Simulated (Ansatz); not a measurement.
Fields on a plane of FeS2 (pyrite type, space group Pa-3)

```
FeS2
1.0
    5.40354     0.00000     0.00000
    0.00000     5.40354     0.00000
    0.00000     0.00000     5.40354
Fe S
4 8
Cartesian
  0.00000   0.00000   0.00000
  2.70177   2.70177   0.00000
  0.00000   2.70177   2.70177
  2.70177   0.00000   2.70177
  2.06745   2.06745   2.06745
  4.76922   0.63432   3.33609
  3.33609   4.76922   0.63432
  0.63432   3.33609   4.76922
  3.33609   3.33609   3.33609
  0.63432   4.76922   2.06745
  2.06745   0.63432   4.76922
  4.76922   2.06745   0.63432
```

The slice is a {100} plane (indices of the conventional cell) through the point (0.000, 0.000, 0.000) (fractional), spanned by u = [100] and v = [010] in vectors of this cell: u (5.40 Å) and v (5.40 Å, at 90° to u). It covers one period; positions are fractions (u, v).

Atoms on it: Fe at (0.00, 0.00); Fe at (0.50, 0.50). Other atoms lie within 1 Å of the plane.

Method: PBE (plane waves to 420 eV, PAW, scalar-relativistic; Ansatz, a quantum-chemistry and plane-wave program). k mesh 5×5×5. Near the nuclei the fields are pseudised (PAW); where an atom keeps semicore shells as valence, they peak there. FeS2 is run without spin polarisation. FeS2 was relaxed with its symmetry unable to fall. The PAW data are Ansatz's earlier set.

```
|xxxxxxxx004466553322110000xxxxxxxx00112200xxxxxx|
|xxxxxxxx006688887766441100xxxxxxxxxx002200xxxxxx|
|xxxxxx004477999999886622xxxxxxxxxxxx00443300xxxx|
|00000033668899999999773300xxxxxxxxxx005566550000|
|3322223355778899999988551100xxxxxx00337788886655|
|441100000033668899998866441100000033668899998866|
|1100xxxxxx00337788886655332222335577889999998855|
|00xxxxxxxxxx005566550000000000336688999999997733|
|xxxxxxxxxxxx00443300xxxxxxxxxx004477999999886622|
|00xxxxxxxxxx002200xxxxxxxxxxxxxx0066888877664411|
|00xxxxxxxx00112200xxxxxxxxxxxxxx0044665533221100|
|000000xx0011443300xxxxxxxxxxxxxx0033441100xx0000|
|000011223355664400xxxxxxxxxxxxxx00221100xxxxxxxx|
|001144667788886600xxxxxxxxxxxxxx002200xxxxxxxxxx|
|xx226688999999774400xxxxxxxxxx00334400xxxxxxxxxx|
|00337799999999886633000000000055665500xxxxxxxxxx|
|1155889999998877553322223355668888773300xxxxxx00|
|446688999988663300000011446688999988663300000011|
|3355668888773300xxxxxx00115588999999887755332222|
|00000055665500xxxxxxxxxx003377999999998866330000|
|xxxxxx00334400xxxxxxxxxxxx226688999999774400xxxx|
|xxxxxxxx002200xxxxxxxxxx001144667788886600xxxxxx|
|xxxxxxxx00221100xxxxxxxx000011223355664400xxxxxx|
|xxxxxxxx0033441100xx0000000000xx0011443300xxxxxx|
```
Scale: ten equal steps from 2.00 (start of '0') to 10.57 (end of '9'), in the order '0123456789'. Values: electrostatic potential energy of an electron, from the cell's mean, in eV. The map has 24 points along u (two characters each, u = 0 at the left) and 24 along v (v = 0 in the bottom row). Points within 0.9 Å of a nucleus are blanked (x), as the pseudised field means little there. Values under 2 eV are set to 2. The zero, the cell's mean, hangs on the PAW cores.

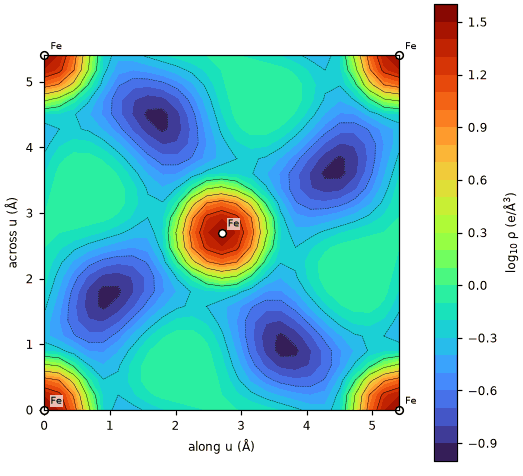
Figure. Log₁₀ of the valence density in e/Å³, one period of the plane, atoms marked. The scale is logarithmic, as a density can span decades between atoms and voids.
